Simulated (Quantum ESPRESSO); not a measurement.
# Dipole at the next field: Y2CF2 MXene, 1 layer

Method. Quantum ESPRESSO 7.5, PBE, GBRV ultrasoft; sawtooth field along the normal with dipole correction, ions clamped, threshold 1e-9 Ry; cell area 11.059 Å².

| field (V/Å) | dipole (e Å a cell) |
| --- | --- |
| 0 | 0.00000 |
| 0.1 | 0.03175 |
| 0.2 | 0.06352 |

**Question.** What is the dipole at 0.3 V/Å, and what electrostatic thickness 4πα/A follows from the rows?

By hand: The slope is (0.06352 − (0.00000))/0.2 = 0.3176 e Å²/V, so 4πα/A = 180.95 × 0.3176/11.059 = 5.20 Å. Linear response gives p = 0.00000 + 0.3176 × (0.3) = 0.09528 e Å; a parabola through the three rows gives 0.09531.

What the calculation gave: p = 0.09529 e Å. The line misses by 0.0 % of the induced dipole and the parabola by 0.0 %. The response is linear over this range.

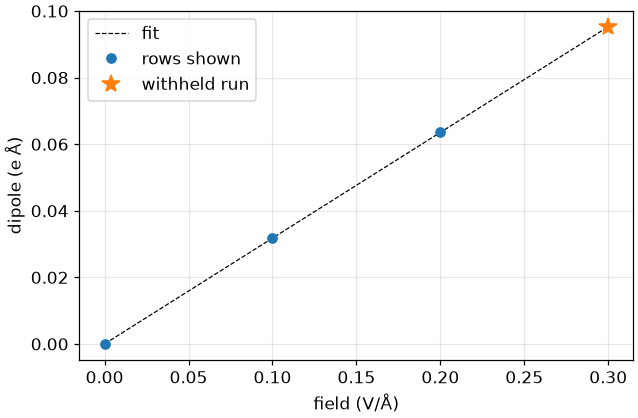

The rows shown, the fit and the withheld run.

Caveats: Electrons alone respond; local and semilocal functionals tend to overscreen.
